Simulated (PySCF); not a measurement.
# C₅H₁₁GeN (SMILES CCC[CH2][GeH2][C]#N): what the fields show

```csv
atom,x (Å),y (Å),z (Å)
C,2.7211,0.5350,0.4038
C,1.6735,-0.3489,-0.2617
C,0.2620,0.0132,0.1941
C,-0.7949,-0.8741,-0.4561
Ge,-2.6198,-0.4143,0.1469
C,-3.0131,1.3921,-0.3548
N,-3.2333,2.4729,-0.6622
H,2.5492,1.5804,0.1578
H,3.7196,0.2635,0.0701
H,2.6799,0.4282,1.4856
H,1.8744,-1.3960,-0.0205
H,1.7424,-0.2389,-1.3467
H,0.0625,1.0606,-0.0515
H,0.2014,-0.0842,1.2824
H,-0.7459,-0.7765,-1.5436
H,-0.5980,-1.9224,-0.2205
H,-3.7074,-1.2441,-0.4752
H,-2.7824,-0.4401,1.6401
```

Geometry: GFN2-xTB.

These are results of CAM-B3LYP/def2-SVPD, SCF density, gas phase (PySCF 2.14.0), not measurements.

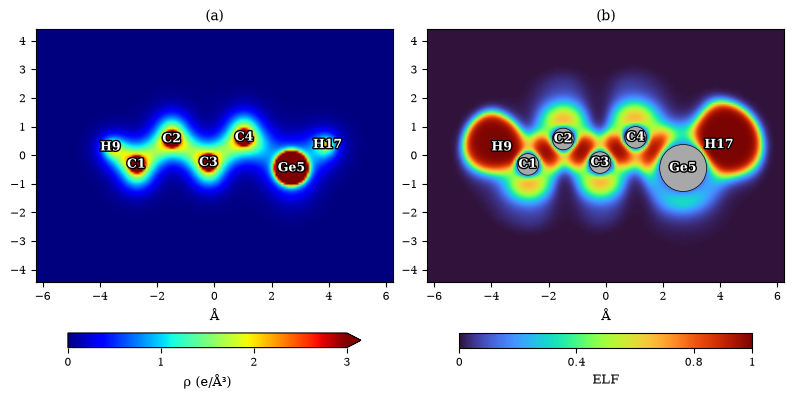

Figure 1. (a) electron density; (b) electron localisation function on the plane of atoms C1, C2 and C3. Grey discs cover the atomic cores in the ELF map.

Question: Read the bonding off the picture.

Answer: Atoms in the plane: C, Ge and H. C–C (1.52 Å): the density is about 1.7 e/Å³ at the midpoint; the ELF peaks at about 0.95 between the atoms; a covalent bond. C–H (1.09 Å): the density is about 2 e/Å³ at the midpoint; the ELF climbs to about 1 towards the hydrogen, as it does in any bond to H; a covalent bond by its length. C–Ge (1.98 Å): ρ at the midpoint is about 0.87 e/Å³; the ELF peaks at about 0.95 in the valence shell of C, 0.7 Å from its nucleus, and is about 0.75 at the midpoint. Ge–H (1.50 Å): ρ at the midpoint is about 1.1 e/Å³; the ELF climbs to about 1 towards the hydrogen.

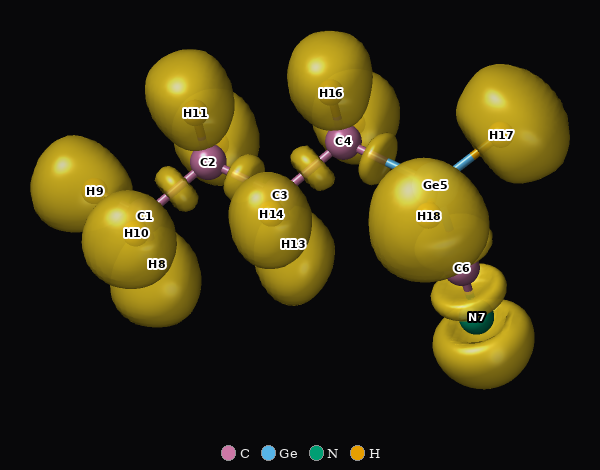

Figure 2. Isosurface of the electron localisation function at 0.8 (yellow), seen at a tilt. Only the valence region is drawn (cores and ρ < 0.01 e/Å³ removed).

Question: Where are the electrons localised?

Answer: The ELF exceeds this value in three regions between bonded C–C atoms (shared pairs), one region between bonded C–Ge atoms (shared pairs), one region between bonded C–N atoms (shared pairs), eleven regions around hydrogen nuclei, one lobe of the valence shell of C pointing towards Ge (polar bonds) and one lobe on N, pointing away from the bonds (lone pairs).


C–N (1.15 Å): the ELF peaks at about 0.90 between the atoms; a short, multiple covalent bond.

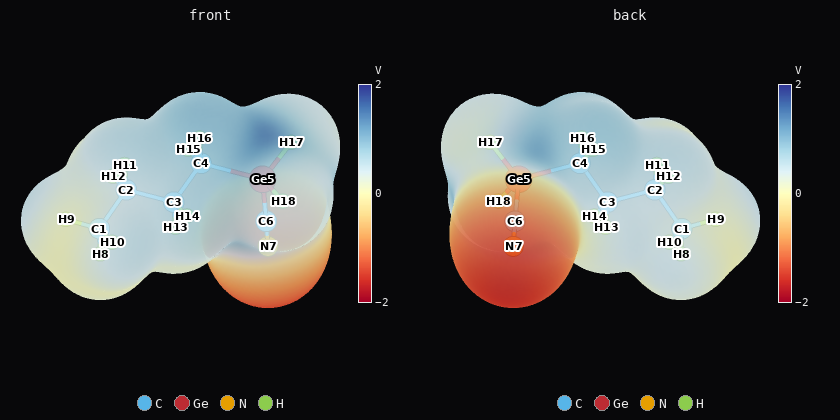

Figure 3. The electrostatic potential painted on the density surface at 0.001 e/bohr³, seen from the front and from behind; red is negative and blue positive.

Question: Describe the electrostatic potential map.

Answer: The most negative region (about −1.7 V, or −39 kcal/mol for a unit charge) lies over N7, the most positive (about +1.3 V, or +30 kcal/mol for a unit charge) over Ge5. N7 is the likeliest acceptor of a hydrogen bond.
